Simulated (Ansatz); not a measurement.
# U-wB97M-V/STO-3G run of AlNH3 (SMILES [NH2][AlH])

What is the energy change on altering one bond length of AlNH3 at U-wB97M-V/STO-3G? 

Program for the calculation: Ansatz 0.2.0.

52 further runs of the same task are left out: 52 set aside as unsound or not needed.

## Step 1: The system as given

AlNH3 has 5 atoms, charge 0, and is taken as a doublet. As SMILES, `[NH2][AlH]`. The coordinates come from a PBE0-D4/def2-TZVP relaxation. This is one conformer, not always the lowest.

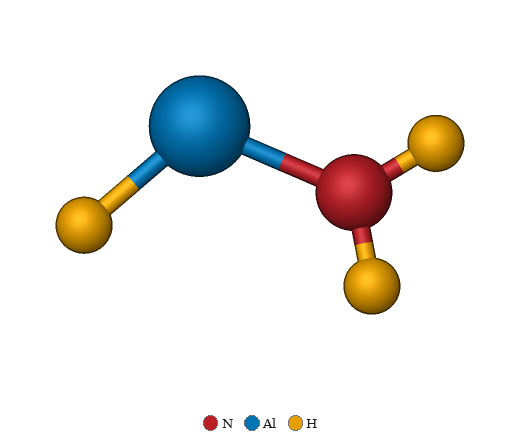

Viewed from a chosen angle; nitrogen red, aluminium blue, hydrogen amber.

## Step 2: The energy at U-wB97M-V/STO-3G

File molecule.yaml:

```yaml
crystal:
  periodic: [false, false, false]
  atoms:
    - {symbol: "N", position_ang: [-0.116600, -0.660800, 0.175100]}
    - {symbol: Al, position_ang: [0.836600, 0.833900, 0.120800]}
    - {symbol: H, position_ang: [0.148500, -1.505300, 0.655500]}
    - {symbol: H, position_ang: [-1.010300, -0.782800, -0.277400]}
    - {symbol: H, position_ang: [0.191800, 2.041400, -0.715400]}
basis:
  gaussian:
    orbitals: STO-3G
magnetization:
  spin_polarized: true
  initial_magnetization: 1
hamiltonian:
  xc: {name: wB97M-V}
accuracy: high
```

Run with:

```sh
$ ansatz run molecule.yaml --threads 1 --pin off --max-ram 2610MiB --events-out events.jsonl --progress --plain --runs-dir runs
```

Standard output:

```text
Warning: RAYON_NUM_THREADS=1 ignored (pool sized by the plan → 1); use --threads N
Functional definition: wB97M-V
  name "wB97M-V"
  parameter omega = 0.3/bohr
  parameter cx = 0.15
  parameter cx01 = 1.007
  parameter cx10 = 0.259
  parameter css00 = 0.443
  parameter css04 = -1.437
  parameter css10 = -4.535
  parameter css20 = -3.390
  parameter css43 = 4.278
  parameter cos00 = 1.000
  parameter cos10 = 1.358
  parameter cos20 = 2.924
  parameter cos21 = -8.812
  parameter cos60 = -1.390
  parameter cos61 = 9.142
  parameter b = 6.0
  parameter c = 0.01
  gx(w, u) = 1 - cx + cx01*u + cx10*w
  gss(w, u) = css00 + css04*u^4 + css10*w + css20*w^2 + css43*w^4*u^3
  gos(w, u) = cos00 + cos10*w + (cos20 + cos21*u)*w^2 + (cos60 + cos61*u)*w^6
  exchange = spin_sum(e_x_unif_sr(omega)*gx(b97_w, b97_u_x)) + cx*exact_x_sr(omega) + exact_x_lr(omega)
  correlation = spin_sum(e_c_pw_mod_same_spin*gss(b97_w, b97_u_same))
      + integral(e_c_pw_mod_opposite_spin*gos(b97_w_opposite, b97_u_opposite)) + vv10(b, c)
288 factors; integrals over basis functions are off by at most 1.1e-8 eV
132 factors; integrals over basis functions are off by at most 6.7e-10 eV
mean field evaluation 1: about -8032.7032 eV, gradient 1.6e1 eV
mean field evaluation 2: about -8033.8964 eV, gradient 1.1e1 eV
mean field evaluation 4: about -8034.6069 eV, gradient 4.1e-1 eV
mean field evaluation 8: about -8034.5815 eV, gradient 8.4e-3 eV
mean field evaluation 16: about -8034.5815 eV, gradient 3.2e-6 eV
mean field -8034.58153735 eV, -295.2654254625 hartree, gradient 9.7e-8 eV, S^2 0.751873; 0 other end points of the search recorded, 0 dependent functions left out
reference -8034.58153983 eV, -295.2654255537 hartree; 12, 11 occupied and 5, 6 virtual orbitals, 288 factors
Total energy: -8034.58153983 eV, -295.2654255537 hartree
```

Wall time 17 s (1 thread of Intel Xeon Platinum 8259CL at 2.50GHz (Skylake/Cascade Lake), shared host); peak memory 0.5 GiB.

## Step 3: The distorted shape at the same level

File in.yaml:

```yaml
crystal:
  periodic: [false, false, false]
  atoms:
    - {symbol: N, position_ang: [0.106816, -0.630301, 0.288220]}
    - {symbol: Al, position_ang: [1.060016, 0.864399, 0.233920]}
    - {symbol: H, position_ang: [0.371916, -1.474801, 0.768620]}
    - {symbol: H, position_ang: [-1.010300, -0.782800, -0.277400]}
    - {symbol: H, position_ang: [0.415216, 2.071899, -0.602280]}
basis:
  gaussian: {orbitals: STO-3G}
magnetization: {spin_polarized: true, initial_magnetization: 1}
hamiltonian: {xc: {name: wB97M-V}}
accuracy: high
```

Run with:

```sh
$ ansatz run in.yaml --threads 1 --pin off --max-ram 2610MiB --events-out events.jsonl --progress --plain --runs-dir runs
```

Standard output, cut to the lines that bear on the results:

```text
Warning: RAYON_NUM_THREADS=1 ignored (pool sized by the plan → 1); use --threads N
Functional definition: wB97M-V
  name "wB97M-V"
[...]
  gx(w, u) = 1 - cx + cx01*u + cx10*w
  gss(w, u) = css00 + css04*u^4 + css10*w + css20*w^2 + css43*w^4*u^3
  gos(w, u) = cos00 + cos10*w + (cos20 + cos21*u)*w^2 + (cos60 + cos61*u)*w^6
[...]
      + integral(e_c_pw_mod_opposite_spin*gos(b97_w_opposite, b97_u_opposite)) + vv10(b, c)
288 factors; integrals over basis functions are off by at most 1.4e-8 eV
134 factors; integrals over basis functions are off by at most 6.2e-10 eV
[...]
mean field -8033.76166168 eV, -295.2352955874 hartree, gradient 9.3e-8 eV, S^2 0.752422; 0 other end points of the search recorded, 0 dependent functions left out
reference -8033.76166421 eV, -295.2352956804 hartree; 12, 11 occupied and 5, 6 virtual orbitals, 288 factors
Total energy: -8033.76166421 eV, -295.2352956804 hartree
```

Run time: 17 s. Hardware: 1 thread of Intel Xeon Platinum 8259CL at 2.50GHz (Skylake/Cascade Lake), shared host; peak memory 0.5 GiB.

## Step 4: Summary of results

Level: U-wB97M-V/STO-3G.

```
                                                         quantity          value
                                        first shape: total energy  -295.26543 Eh
                                                first shape: ⟨S²⟩          0.752
                                    distorted shape: total energy  -295.23530 Eh
                                            distorted shape: ⟨S²⟩          0.752
energy change with the N1–H4 bond stretched from 1.009 to 1.261 Å       0.820 eV
```

With the N1–H4 bond stretched from 1.009 to 1.261 Å the energy rises by 0.82 eV (79.1 kJ/mol). The first shape isn't relaxed at this level, so the change isn't measured from a minimum. The minimal basis adds a large error of its own.
